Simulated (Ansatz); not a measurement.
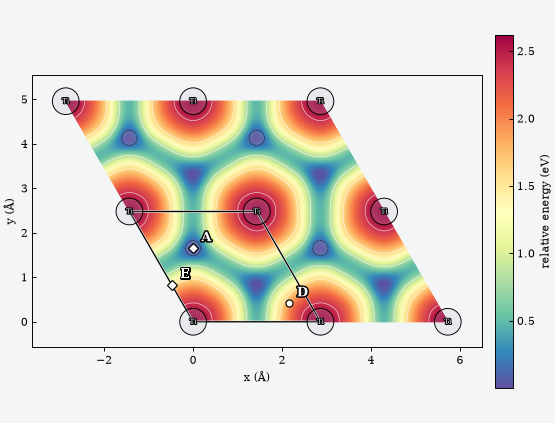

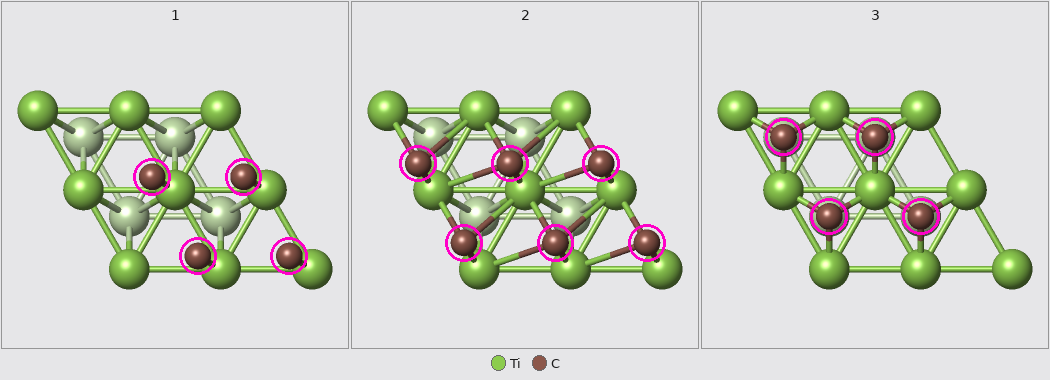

C on a Ti(001) slab cut from the P6_3/mmc phase, its upper half relaxed before the scan (4 atoms of substrate and one adsorbate in a 1 × 1 cell). C is moved over the surface cell; relaxed at each place: the height of the adsorbate's atoms; substrate rigid; the origin of the map has the adsorbate above Ti4. Places are given modulo a cell vector. The map is drawn in real space over the plane of the surface. The grid has 6 × 6 points; 10 points were computed and 26 follow by symmetry. All energies are given in eV relative to the lowest grid point. With one adsorbate in each 1 × 1 cell, its nearest image is 2.9 Å away, so neighbouring adsorbates interact. Computed with Ansatz, DFT LDA, scalar-relativistic, plane waves, PAW. Settings: cutoff 420 eV, k-mesh 9×9×1, gaussian smearing 0.1 eV, no spin polarisation.

Drawn: a smooth colour map with a few white contour lines, labelled circles for the atoms of the top layer and small ones for the second layer, the outline of one cell of the 2 × 2 shown, lettered points. Between grid points the surface is interpolated. The numbered pictures are the structures at these points, in random order. Rings mark the moved atoms.

> Which structure belongs to which point?

A is structure 3: a threefold hollow over a second-layer Ti atom, (2/6, 4/6) of the cell vectors, 0.00 eV; D is structure 1: (5/6, 1/6) of the cell vectors [nearest 1 Ti at 1.82 Å], 1.82 eV; E is structure 2: (0/6, 2/6) of the cell vectors [nearest 1 Ti at 1.79 Å], 1.52 eV.
